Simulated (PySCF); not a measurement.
System: C10H20Si2.

Input

```
{"job": {"kind": "nmr", "xc": "PBE0", "basis": "pcSseg-1"}, "charge": 0, "multiplicity": 1}
C     -3.883866     2.003784     0.958359
C     -3.123804     1.544301    -0.036612
C     -1.650642     1.301236     0.037152
C     -1.267963    -0.156047    -0.219564
C     -1.833793    -1.147031     0.824960
C     -0.727272    -2.187041     1.086977
C      0.333728    -1.931847     0.012550
C      0.248677    -0.421115    -0.223121
Si     1.161159     0.155372    -1.773484
C      2.974502    -0.363590    -1.724695
C      3.885985    -0.032463    -0.790453
Si     3.613397     1.079865     0.695337
H     -3.452193     2.253771     1.933311
H     -4.960074     2.153293     0.837099
H     -3.598835     1.306874    -0.998129
H     -1.268733     1.608605     1.026390
H     -1.142702     1.940691    -0.707420
H     -1.661571    -0.442206    -1.213677
H     -2.764744    -1.609058     0.464284
H     -2.101841    -0.610608     1.749200
H     -1.098927    -3.222704     1.075617
H     -0.282098    -2.022672     2.081094
H      0.069271    -2.467702    -0.916889
H      1.340343    -2.269042     0.303210
H      0.691164     0.094607     0.651065
H      1.050281     1.637675    -1.955985
H      0.532066    -0.503654    -2.962852
H      3.306978    -1.029859    -2.534684
H      4.899260    -0.449360    -0.894249
H      4.830810     1.914991     0.927867
H      3.367189     0.268788     1.929569
H      2.437561     1.975956     0.476720
```

Run with:

```sh
OMP_NUM_THREADS=2 python probes_run.py task.json out
```

Geometry: PBE0-D3(BJ)/def2-SVP.

Method: PBE0/pcSseg-1, SCF density, gas phase, non-relativistic (PySCF).

### What can the converged electron density and electron localisation function tell about the bonding?

C–C (1.33 Å): ρ at the midpoint is about 2.3 e/Å³; the ELF peaks at about 0.90 between the atoms (a short, multiple covalent bond).
C–Si (1.89 Å): the density is about 0.93 e/Å³ at the midpoint; the ELF peaks at about 0.95 between the atoms (localised, covalent bonding).
C–H (1.09 Å): the density is about 2 e/Å³ at the midpoint; the ELF climbs to about 1 towards the hydrogen, as it does in any bond to H (an ordinary covalent bond to hydrogen).
C–C (1.49 Å): ρ is about 1.7 e/Å³ halfway; the ELF peaks at about 0.95 between the atoms; localised, covalent bonding.

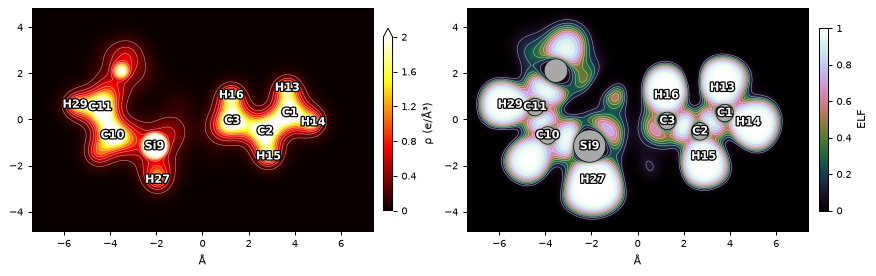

Computed electron density and electron localisation function on the plane of atoms C2, C3 and H16, in this order. Grey discs cover the atomic cores in the ELF map. 
